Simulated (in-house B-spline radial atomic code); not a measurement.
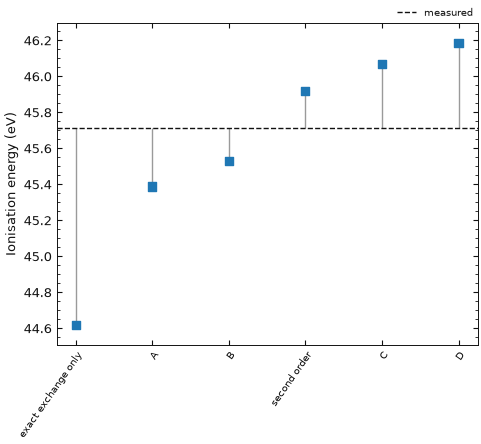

The ionisation energy of Ge³⁺ ([Ar] 3d¹⁰ 4s → [Ar] 3d¹⁰) by several methods, in rising order. All-electron spherical atom, scalar X2C, PBE with 80 % exact exchange start, no spin-orbit coupling, Breit or QED terms; computed with a B-spline radial code. Differences of total energies, each species on its own start, beside the G₀W₀ level. The lettered entries are G₀W₀, RPA, RPA + SOSEX and mean field (ΔSCF) in some order.

> Match the letters to the methods.

A is mean field (ΔSCF) (45.39 eV); B is RPA + SOSEX (45.53 eV); C is RPA (46.07 eV); D is G₀W₀ (46.19 eV). The values run from 44.62 eV (exact exchange only) to 46.19 eV (G₀W₀). The measured value is 45.72 eV; nearest to it come RPA + SOSEX (−0.19) and second order (+0.20), furthest exact exchange only (−1.10 eV).
